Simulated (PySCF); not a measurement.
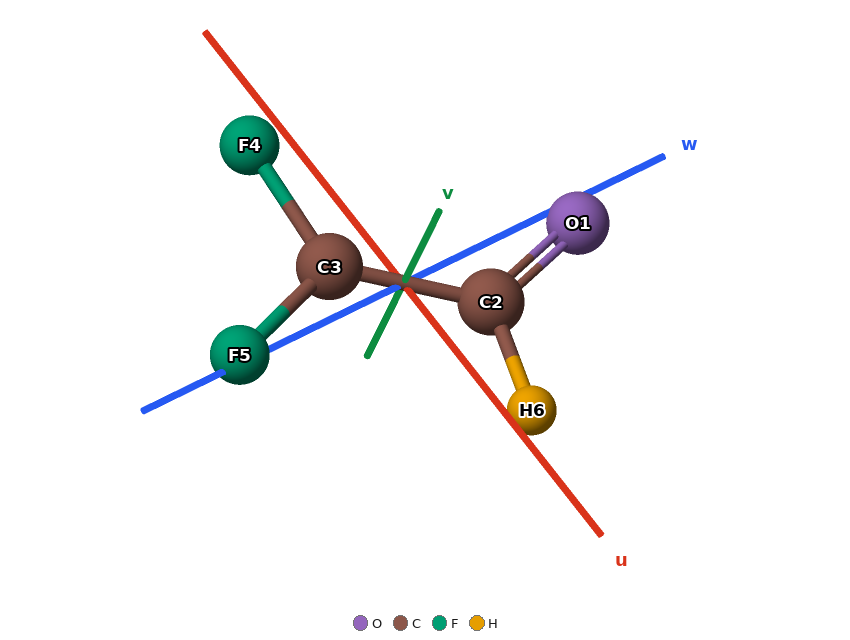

The lines u, v and w are the principal axes of the g tensor. The species is neutral and a spin doublet. The geometry was computed by an optimisation with GFN2-xTB. No frequency run is at hand to confirm it as a minimum. Method: UKS B3LYP, pcH-1 on C F H O, non-relativistic, mean-field spin-orbit, GIAO (PySCF 2.14.0).

### Along which axis does g lie farthest from the free-electron value?

Along w (in the molecular plane, close to the long direction O1···F5): the shift is 7323 ppm.

Give the principal values and shifts.

```csv
axis,g,shift (ppm)
u,2.00656,4238
v,2.00188,−441
w,2.00964,7323
```
